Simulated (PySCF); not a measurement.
## Run report: C₆H₁₂AlOP, geometry relaxation

C₆H₁₂AlOP, computed with PBE0-D3(BJ)/def2-SVP geometry optimisation, gas phase (PySCF 2.14.0).

It belongs to a series of runs on one base structure; here: phosphine turned into its AlH3 adduct.

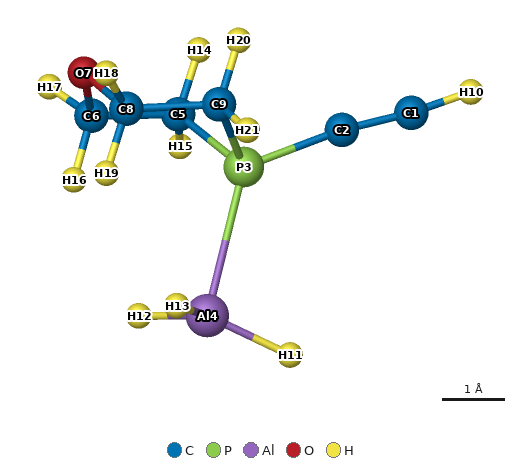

Fig. 1: The input geometry (ball-and-stick view, seen at a tilt; atoms are numbered from 1 in the order of the input). Sticks mark near contacts. Bond lengths as drawn: Al–H 1.52 to 1.59 Å, Al–P 2.52 Å, C–C 1.20 to 1.53 Å, C–H 1.06 to 1.12 Å, C–O 1.40 Å and C–P 1.76 to 1.86 Å.

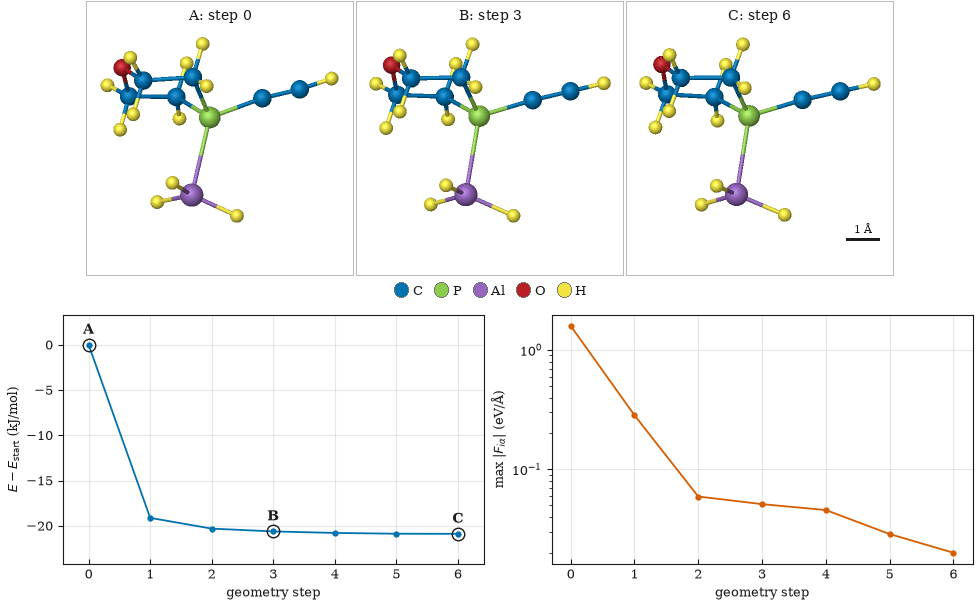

Fig. 2: Frames of the relaxation (ball-and-stick view, seen at a tilt) above the curves, on which the letters mark them (steps are counted from 0).

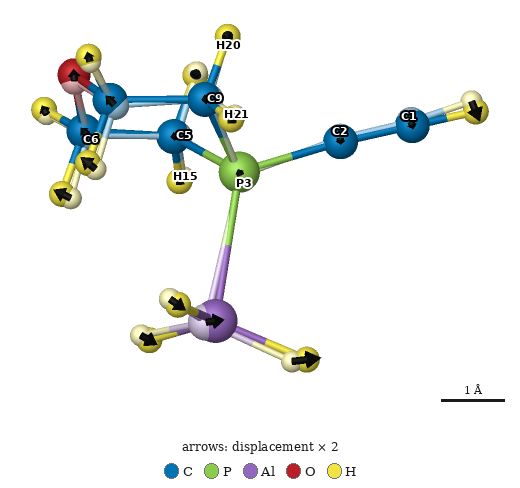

Fig. 3: Start (faint) and end (solid) with the displacements as black arrows, magnified 2 times (ball-and-stick view, seen at a tilt). The two geometries are laid on each other by the best rigid fit. Over 6 geometry steps the energy falls by 20.9 kJ/mol. Largest force component: 1.6 eV/Å at the start, 0.02 eV/Å at the end. The largest move after the best rigid fit is that of H11, 0.24 Å. By element the largest moves are H 0.24 Å, Al 0.15 Å, C 0.11 Å, O 0.10 Å, P 0.05 Å. Distances before and after: Al4–H11 1.522 → 1.600 Å, C9–H21 1.062 → 1.101 Å, Al4–H12 1.584 → 1.610 Å, Al4–H13 1.586 → 1.610 Å. Among the angles that change: C2–P3–Al4 125.1° → 117.7°, C2–C1–H10 174.6° → 179.9°, C2–P3–C9 101.5° → 105.7°. (Atoms are counted from 1 in the order of the input.)

These pictures come from the run below.

### The input
```
{"job": {"xc": "PBE0", "basis": "def2-SVP", "d3": "d3bj", "grid": 1, "shake": 0.01, "kind": "geom"}, "charge": 0, "multiplicity": 1}
C      2.288900     2.811880    -0.181910
C      1.583540     1.841180    -0.140880
P      0.720850     0.304900    -0.102710
Al     1.787510    -1.958300    -0.365080
C     -0.649200     0.594270    -1.283760
C     -1.736100    -0.426190    -0.957530
O     -2.278950    -0.267620     0.324630
C     -1.373530    -0.547650     1.359540
C     -0.243940     0.462580     1.478690
H      2.827650     3.723140    -0.212750
H      3.240940    -1.548130    -0.553990
H      0.923630    -2.372460    -1.626260
H      1.291240    -2.507200     1.037680
H     -1.051600     1.619640    -1.153660
H     -0.293500     0.448420    -2.295050
H     -1.301100    -1.429090    -1.043810
H     -2.567300    -0.320280    -1.653550
H     -1.997050    -0.532450     2.285190
H     -0.964960    -1.570730     1.229530
H     -0.655370     1.480360     1.574710
H      0.377180     0.216010     2.303980
```

The first line tells a small driver script what to run in PySCF; the rest is the geometry in Å.

Command:
```bash
OMP_NUM_THREADS=1 python <driver script> task.json out
```

### What the program printed
```
step   0  E = -893.76824329  max force = 0.031016
step   1  E = -893.77552796  max force = 0.005530
step   2  E = -893.77598073  max force = 0.001151
step   3  E = -893.77609844  max force = 0.000993
step   4  E = -893.77616213  max force = 0.000887
step   5  E = -893.77619535  max force = 0.000558
step   6  E = -893.77619986  max force = 0.000390
optimisation converged
```

### Trajectory as extended XYZ (Å, eV, eV/Å), 7 frames, from step=0 to step=6
```
21
Properties=species:S:1:pos:R:3:forces:R:3 step=0 energy=-24320.67268
C     2.2889    2.8119   -0.1819    0.3079   0.8413  -0.0190
C     1.5835    1.8412   -0.1409   -0.4048  -1.5949  -0.0755
P     0.7208    0.3049   -0.1027   -0.0828   0.8935   0.4701
Al    1.7875   -1.9583   -0.3651   -0.7247   0.0605   0.1204
C    -0.6492    0.5943   -1.2838   -0.6312   0.1392   0.6685
C    -1.7361   -0.4262   -0.9575    0.0486   0.1673   0.3381
O    -2.2790   -0.2676    0.3246    0.1403   0.2873  -0.0514
C    -1.3735   -0.5476    1.3595   -0.9317  -0.1583   0.5927
C    -0.2439    0.4626    1.4787   -0.8593  -0.0631  -1.5519
H     2.8277    3.7231   -0.2127    0.4559   0.5425  -0.0197
H     3.2409   -1.5481   -0.5540    1.1324   0.2066  -0.1405
H     0.9236   -2.3725   -1.6263   -0.1533  -0.1293  -0.2623
H     1.2912   -2.5072    1.0377   -0.0476  -0.1496   0.2541
H    -1.0516    1.6196   -1.1537    0.2169  -0.2103  -0.1124
H    -0.2935    0.4484   -2.2950    0.2478  -0.0021  -0.5999
H    -1.3011   -1.4291   -1.0438   -0.0137  -0.4383  -0.2559
H    -2.5673   -0.3203   -1.6536   -0.2152  -0.0654  -0.3007
H    -1.9970   -0.5324    2.2852    0.4265  -0.1024  -0.2999
H    -0.9650   -1.5707    1.2295    0.0395   0.0221   0.1453
H    -0.6554    1.4804    1.5747    0.1525  -0.0292   0.0141
H     0.3772    0.2160    2.3040    0.8962  -0.2174   1.0857
21
Properties=species:S:1:pos:R:3:forces:R:3 step=1 energy=-24320.87091
C     2.3526    2.7786   -0.1965   -0.0612  -0.0415  -0.0133
C     1.6469    1.7910   -0.1574   -0.0629   0.0014   0.0168
P     0.6932    0.3175   -0.0961   -0.1223   0.0643   0.0653
Al    1.8742   -1.8865   -0.3703    0.1096   0.1558  -0.0427
C    -0.6988    0.5759   -1.2761    0.1156  -0.1030  -0.1484
C    -1.8022   -0.4293   -0.9456   -0.0003   0.0088   0.0866
O    -2.3401   -0.2333    0.3355    0.0167  -0.0351   0.0242
C    -1.4565   -0.5461    1.3811    0.0085   0.0718  -0.1742
C    -0.2874    0.4354    1.4625    0.2843  -0.1949   0.2163
H     2.9622    3.6625   -0.2329    0.0634   0.0322  -0.0032
H     3.4222   -1.4520   -0.5654   -0.2513  -0.0810   0.0368
H     1.0189   -2.3427   -1.6591    0.0585  -0.0343   0.0265
H     1.3924   -2.4800    1.0481    0.0509  -0.0333  -0.0276
H    -1.0759    1.6033   -1.1666    0.0094   0.0415  -0.0368
H    -0.3292    0.4264   -2.3045   -0.0370   0.0292   0.0789
H    -1.4089   -1.4608   -1.0515   -0.0318  -0.0065  -0.0302
H    -2.6313   -0.3099   -1.6599    0.0266  -0.0089   0.0237
H    -2.0349   -0.4967    2.3136   -0.0411  -0.0049   0.0246
H    -1.0732   -1.5808    1.2749   -0.0039  -0.0052   0.0207
H    -0.6632    1.4633    1.5721    0.0314   0.0362   0.0496
H     0.3721    0.1830    2.3171   -0.1633   0.1076  -0.1938
21
Properties=species:S:1:pos:R:3:forces:R:3 step=2 energy=-24320.88323
C     2.3431    2.7808   -0.2008   -0.0061   0.0085  -0.0133
C     1.6341    1.7959   -0.1564   -0.0140   0.0074   0.0084
P     0.6862    0.3204   -0.0916   -0.0226   0.0300   0.0176
Al    1.8729   -1.8773   -0.3697    0.0089   0.0592  -0.0355
C    -0.6968    0.5708   -1.2814    0.0220  -0.0420   0.0057
C    -1.8039   -0.4282   -0.9424   -0.0194   0.0163   0.0180
O    -2.3395   -0.2236    0.3376    0.0524  -0.0050   0.0047
C    -1.4571   -0.5402    1.3815   -0.0404   0.0258  -0.0161
C    -0.2816    0.4334    1.4716    0.0383  -0.0501  -0.0048
H     2.9641    3.6586   -0.2419    0.0108  -0.0127  -0.0004
H     3.4017   -1.4413   -0.5714   -0.0418  -0.0055   0.0242
H     1.0409   -2.3562   -1.6616   -0.0026  -0.0149   0.0038
H     1.4133   -2.4954    1.0431    0.0163  -0.0126   0.0035
H    -1.0707    1.6016   -1.1830    0.0024   0.0051  -0.0284
H    -0.3257    0.4154   -2.3056    0.0081  -0.0106   0.0137
H    -1.4202   -1.4634   -1.0465   -0.0056  -0.0016  -0.0152
H    -2.6324   -0.3079   -1.6555   -0.0060  -0.0018  -0.0002
H    -2.0397   -0.4916    2.3130   -0.0019  -0.0065   0.0008
H    -1.0802   -1.5772    1.2750    0.0057  -0.0041   0.0151
H    -0.6498    1.4640    1.5903    0.0163   0.0088   0.0301
H     0.3750    0.1804    2.3188   -0.0206   0.0062  -0.0317
21
Properties=species:S:1:pos:R:3:forces:R:3 step=3 energy=-24320.88643
C     2.3411    2.7802   -0.2101    0.0064   0.0028  -0.0105
C     1.6278    1.7988   -0.1592   -0.0066   0.0034   0.0077
P     0.6821    0.3224   -0.0895    0.0109   0.0061   0.0042
Al    1.8738   -1.8661   -0.3729   -0.0357   0.0104  -0.0081
C    -0.6963    0.5634   -1.2844   -0.0194   0.0035   0.0363
C    -1.8083   -0.4277   -0.9391   -0.0055  -0.0004  -0.0004
O    -2.3389   -0.2151    0.3412    0.0225   0.0034  -0.0007
C    -1.4595   -0.5369    1.3850   -0.0153  -0.0025   0.0061
C    -0.2781    0.4295    1.4769   -0.0452   0.0229  -0.0511
H     2.9718    3.6509   -0.2563   -0.0017  -0.0077  -0.0005
H     3.3929   -1.4167   -0.5695    0.0369   0.0132  -0.0006
H     1.0435   -2.3574   -1.6611   -0.0033  -0.0027  -0.0034
H     1.4296   -2.4971    1.0392    0.0019  -0.0038   0.0088
H    -1.0676    1.5965   -1.1991    0.0011  -0.0011  -0.0217
H    -0.3214    0.3984   -2.3050    0.0154  -0.0238  -0.0058
H    -1.4319   -1.4658   -1.0413    0.0013  -0.0006  -0.0058
H    -2.6374   -0.3062   -1.6514   -0.0086   0.0055   0.0057
H    -2.0423   -0.4882    2.3167    0.0023   0.0036  -0.0061
H    -1.0876   -1.5760    1.2786    0.0041  -0.0017   0.0071
H    -0.6394    1.4615    1.6060    0.0082  -0.0015   0.0163
H     0.3794    0.1705    2.3186    0.0302  -0.0291   0.0224
21
Properties=species:S:1:pos:R:3:forces:R:3 step=4 energy=-24320.88816
C     2.3406    2.7782   -0.2220    0.0110  -0.0038  -0.0071
C     1.6232    1.8002   -0.1639   -0.0046   0.0021   0.0054
P     0.6790    0.3236   -0.0884    0.0112  -0.0078  -0.0027
Al    1.8767   -1.8561   -0.3756   -0.0215  -0.0151   0.0066
C    -0.6978    0.5556   -1.2861   -0.0266   0.0241   0.0232
C    -1.8144   -0.4275   -0.9337    0.0018  -0.0069  -0.0117
O    -2.3400   -0.2058    0.3468    0.0003   0.0003  -0.0001
C    -1.4622   -0.5326    1.3894    0.0035  -0.0127   0.0165
C    -0.2756    0.4272    1.4808   -0.0456   0.0427  -0.0295
H     2.9785    3.6432   -0.2741   -0.0065  -0.0002  -0.0009
H     3.3924   -1.3950   -0.5716    0.0389   0.0119  -0.0083
H     1.0480   -2.3563   -1.6617   -0.0029   0.0053  -0.0037
H     1.4446   -2.4958    1.0371   -0.0041   0.0045   0.0034
H    -1.0660    1.5910   -1.2160    0.0032  -0.0030  -0.0129
H    -0.3193    0.3770   -2.3033    0.0093  -0.0229  -0.0054
H    -1.4447   -1.4682   -1.0328    0.0024   0.0007  -0.0003
H    -2.6450   -0.3042   -1.6442   -0.0045   0.0070   0.0040
H    -2.0439   -0.4816    2.3216    0.0020   0.0067  -0.0021
H    -1.0955   -1.5738    1.2832    0.0011   0.0017   0.0010
H    -0.6299    1.4605    1.6201    0.0044  -0.0047   0.0051
H     0.3850    0.1595    2.3176    0.0269  -0.0300   0.0196
21
Properties=species:S:1:pos:R:3:forces:R:3 step=5 energy=-24320.88907
C     2.3402    2.7752   -0.2378    0.0100  -0.0060  -0.0034
C     1.6195    1.8001   -0.1715   -0.0032   0.0034   0.0018
P     0.6763    0.3237   -0.0886   -0.0003  -0.0129  -0.0048
Al    1.8804   -1.8489   -0.3779    0.0091  -0.0194   0.0105
C    -0.7009    0.5473   -1.2876   -0.0152   0.0229   0.0040
C    -1.8217   -0.4274   -0.9263    0.0062  -0.0061  -0.0063
O    -2.3414   -0.1967    0.3549   -0.0133  -0.0026  -0.0004
C    -1.4636   -0.5269    1.3961    0.0131  -0.0092   0.0098
C    -0.2721    0.4271    1.4841   -0.0163   0.0287   0.0022
H     2.9817    3.6369   -0.2964   -0.0067   0.0045  -0.0016
H     3.3955   -1.3788   -0.5766    0.0113   0.0019  -0.0074
H     1.0515   -2.3539   -1.6623   -0.0019   0.0070  -0.0022
H     1.4568   -2.4918    1.0364   -0.0057   0.0064  -0.0013
H    -1.0648    1.5850   -1.2338    0.0038  -0.0016  -0.0036
H    -0.3202    0.3521   -2.3013    0.0009  -0.0135  -0.0002
H    -1.4581   -1.4708   -1.0217    0.0009   0.0010   0.0015
H    -2.6541   -0.3025   -1.6344   -0.0016   0.0039   0.0039
H    -2.0427   -0.4718    2.3296   -0.0005   0.0056  -0.0012
H    -1.1021   -1.5700    1.2904   -0.0005   0.0025  -0.0008
H    -0.6191    1.4614    1.6324    0.0016  -0.0028  -0.0025
H     0.3925    0.1494    2.3155    0.0082  -0.0140   0.0020
21
Properties=species:S:1:pos:R:3:forces:R:3 step=6 energy=-24320.88919
C     2.3391    2.7732   -0.2520    0.0042  -0.0046  -0.0010
C     1.6179    1.7989   -0.1797   -0.0016   0.0041  -0.0016
P     0.6753    0.3225   -0.0904   -0.0055  -0.0096  -0.0041
Al    1.8832   -1.8480   -0.3791    0.0200  -0.0106   0.0063
C    -0.7040    0.5414   -1.2882   -0.0028   0.0095  -0.0050
C    -1.8271   -0.4277   -0.9192    0.0031  -0.0004   0.0000
O    -2.3422   -0.1906    0.3627   -0.0091  -0.0033  -0.0003
C    -1.4626   -0.5213    1.4023    0.0090  -0.0005   0.0033
C    -0.2681    0.4291    1.4854    0.0050   0.0066   0.0138
H     2.9796    3.6353   -0.3153   -0.0038   0.0043  -0.0021
H     3.3986   -1.3757   -0.5823   -0.0072  -0.0040  -0.0031
H     1.0522   -2.3531   -1.6621   -0.0013   0.0039  -0.0003
H     1.4623   -2.4885    1.0372   -0.0042   0.0036  -0.0024
H    -1.0640    1.5808   -1.2446    0.0022  -0.0001   0.0012
H    -0.3240    0.3342   -2.2999   -0.0034  -0.0038   0.0020
H    -1.4673   -1.4725   -1.0119   -0.0005   0.0001   0.0013
H    -2.6614   -0.3018   -1.6248    0.0003   0.0003   0.0013
H    -2.0392   -0.4619    2.3370   -0.0005   0.0024   0.0014
H    -1.1045   -1.5657    1.2979   -0.0006   0.0014  -0.0005
H    -0.6100    1.4645    1.6372    0.0004   0.0002  -0.0040
H     0.3998    0.1458    2.3130   -0.0037   0.0004  -0.0060
```

### Key numbers

```csv
quantity,value
outcome,converged
total energy,−893.776200 hartree
dipole moment,4.78 D
point group,Cs
hardware,"1 CPU thread, shared host"
wall time,2.4 min
peak memory,0.87 GiB
```
